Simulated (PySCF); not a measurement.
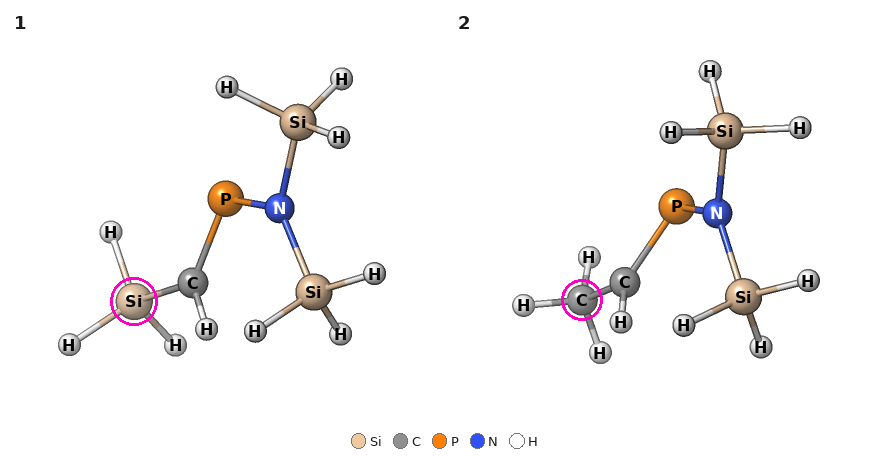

2 molecules with one skeleton, seen from the same side and at one scale; the atom that differs is circled. Each species is neutral and a spin singlet. Computed geometries: GFN2-xTB optimisations, one conformation each. Properties computed with PySCF 2.14.0.

One atom differs, called X below: Si in panel 1, C in panel 2. Their formulas are CH10NPSi3 (`[SiH3]/C=P/N([SiH3])[SiH3]`), C2H10NPSi2 (`C/C=P/N([SiH3])[SiH3]`).

Question: In which is the length of X–C larger (GFN2-xTB)?

Answer: In panel 1 (X = Si).

Question: In which is the mean length of X–H larger (GFN2-xTB)?

Answer: In panel 1 (X = Si).

Give the values. With GFN2-xTB: length of X–C (Å), mean length of X–H (Å), mean angle H–X–H (°). With CAM-B3LYP/def2-SVPD: dipole moment (D), HOMO energy (Kohn–Sham orbital) (eV), HOMO–LUMO gap (eV), mean static polarisability (bohr³), lowest vertical singlet excitation (eV).

```csv
quantity,1 (Si),2 (C),2 − 1
length of X–C (Å),1.870,1.493,−0.377
mean length of X–H (Å),1.467,1.090,−0.377
mean angle H–X–H (°),109.1,108.2,−0.9
dipole moment (D),1.69,0.86,−0.83
HOMO energy (Kohn–Sham orbital) (eV),−8.06,−7.60,+0.46
HOMO–LUMO gap (eV),7.55,7.56,+0.01
mean static polarisability (bohr³),126.5,110.3,−16.2
lowest vertical singlet excitation (eV),4.69,4.67,−0.02
```

The geometry is semi-empirical. Around P, Si such bond lengths and angles can be off by a tenth of an ångström or more and by several degrees, and values that hang on the shape move with them.
